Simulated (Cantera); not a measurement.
Charge: 1 mol CH3Cl, 4.5 mol H2, equilibrated at 1.60 mbar.

Cantera equilibrium calculation (NASA polynomials, part measured and part estimated; ideal gas, pure solids and liquids). Candidate condensed phases: C, C6H6, C7H8, C8H18; 91 gas species. The numbers say what is thermodynamically allowed, not how fast it happens.

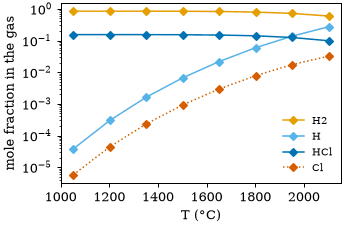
Figure: Equilibrium gas composition (values under 1e-9 drawn at 1e-9)

Question: Read off the mole fractions at 1502 °C.

Answer: H2 about 0.84, HCl about 0.15, H about 0.0066, Cl about 0.00092.
